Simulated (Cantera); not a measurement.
Feed: 1 mol Cu2O, a varied amount of H2, 9.8 mol N2, held at 1373 K and 1 atm.

Equilibrium computed with Cantera from the NASA thermochemical tables; the gas is ideal and each condensed phase is pure. Candidate condensed phases: Cu, CuO, Cu(OH)2, Cu2O, H2O; 27 gas species. Mutual solubility and eutectic melting of coexisting phases are not modelled. Kinetics and transport are ignored.

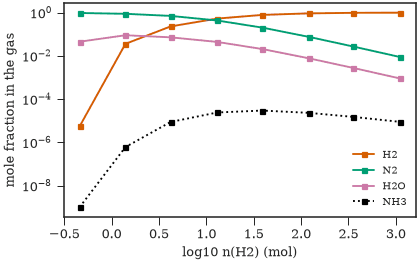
Fig. 1. Equilibrium gas composition (values under 1e-9 drawn at 1e-9)

Read off the mole fractions at 350 mol H2.

H2 about 0.97, N2 about 0.027, H2O about 0.0028, NH3 about 1.5e-5.
